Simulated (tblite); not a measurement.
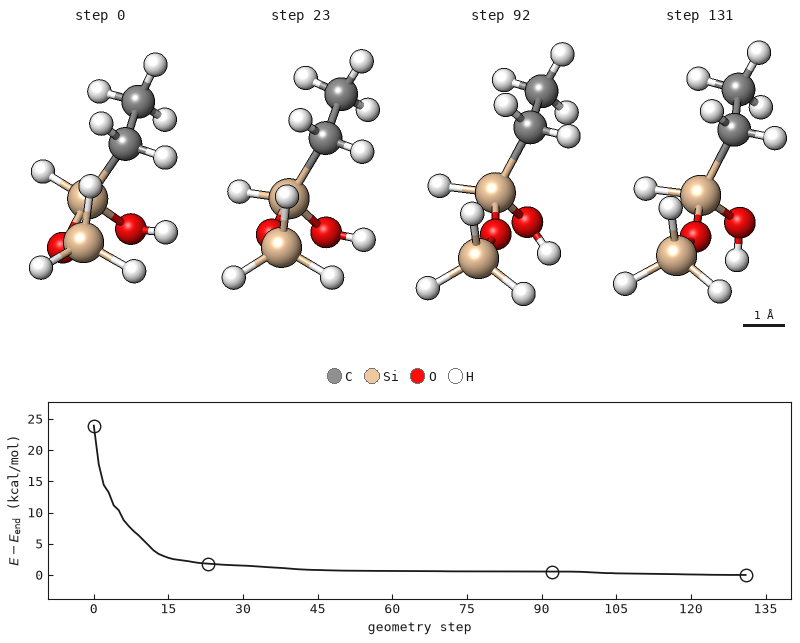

Frames of a relaxation of C$_{2}$H$_{10}$O$_{2}$Si$_{2}$, marked on the history of the run. Style: ball-and-stick. Shown from a free direction.

Level of theory: GFN2-xTB geometry optimisation, gas phase in tblite 0.8.0. 

Question: What happens along the run?

Answer: An H atom moves most after the best rigid fit: 1.10 Å. By element the largest moves are H 1.10 Å, O 0.97 Å, Si 0.48 Å, C 0.45 Å. Among the contacts that change: Si–Si 2.848 → 3.170 Å, O–Si 1.715 → 1.622 Å, O–Si 1.690 → 1.628 Å, H–O 0.984 → 0.954 Å. Among the angles between lasting bonds that change: Si–O–Si 113.9° → 155.4°, Si–O–H 106.0° → 121.1°, O–Si–H 113.8° → 104.7°. Groups turn about O–Si by about 125°, O–Si by about 65°, O–Si by about 60°. Over 131 geometry steps the energy falls by 23.9 kcal/mol. From step 0 to 23: an H atom moves most (0.62 Å), energy −22.1 kcal/mol. From step 23 to 92: O and H atoms move most (0.63 Å), energy −1.26 kcal/mol. From step 92 to 131: an H atom moves most (0.42 Å), energy −0.55 kcal/mol.
